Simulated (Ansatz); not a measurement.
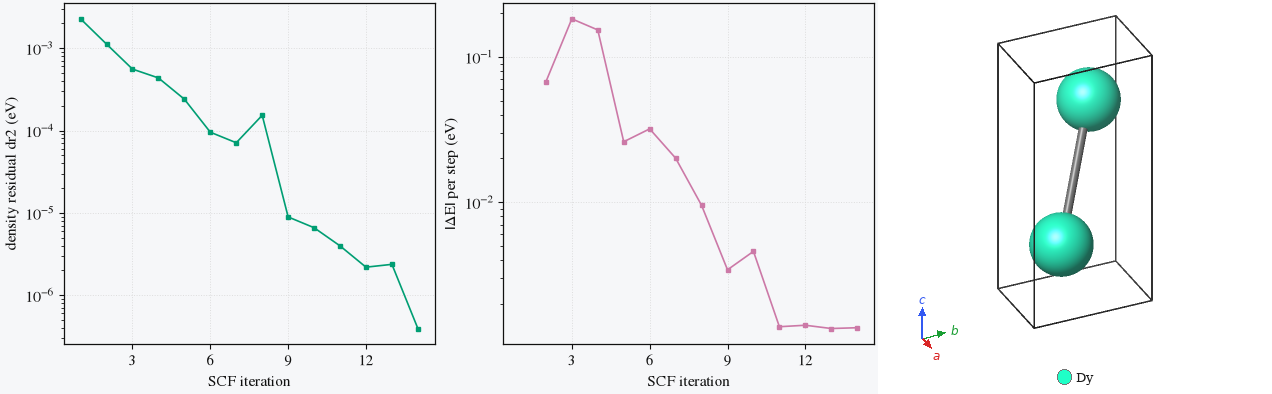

Beside the plot: the structure in its conventional cell.

The plot shows the SCF iterations of a calculation: density residual dr2, step-to-step change of the Harris–Foulkes energy. The run starts from the density of an earlier run.

Program: Ansatz.

```
crystal:
  lattice:
    - [3.5899994044, 0.0, 0.0]
    - [-1.7949997022, 3.1090306838, 0.0]
    - [0.0, 0.0, 5.6470690631]
  atoms:
    - { symbol: Dy, position: [0.3333333333, 0.6666666667, 0.75], spin: 5.95, spin_axis: [1.0, 1.0, 1.0] }
    - { symbol: Dy, position: [0.6666666667, 0.3333333333, 0.25], spin: 5.95, spin_axis: [1.0, 1.0, 1.0] }
basis:
  ecutwfc: 420
  ecutrho_ratio: 4
kpoints:
  mp_grid: { grid: [10, 10, 6] }
hamiltonian:
  xc: pbe
  hubbard: { sites: [{ species: Dy, l: f, u_eff: 6.0 }] }
scf:
  occupations: { method: gaussian, width: 0.05 }
  lower_state_search: "off"
  convergence: { dr2_threshold: 1.0e-09 }
output:
  forces: true
  stress: true
  eigenvalues: true
  populations: true
  hubbard: { sites: [{ species: Dy, l: f }] }
magnetization:
  noncollinear: true
  spin_orbit: true
checkpoint:
  read: start.run
  write: ck
  compress: false
  write_wavefunctions: false
  write_every: 100000
```

Run as:
```bash
ansatz run input.yaml --threads 4 --pin off --max-ram 9216MiB --backend cpu --events-out ev --progress --plain --runs-dir out
```

Was self-consistency reached?

It was still iterating, at step 14, when the time limit ended it. The residual comes down slowly and unevenly, and has reached only 4 × 10⁻⁷ when the run stops.
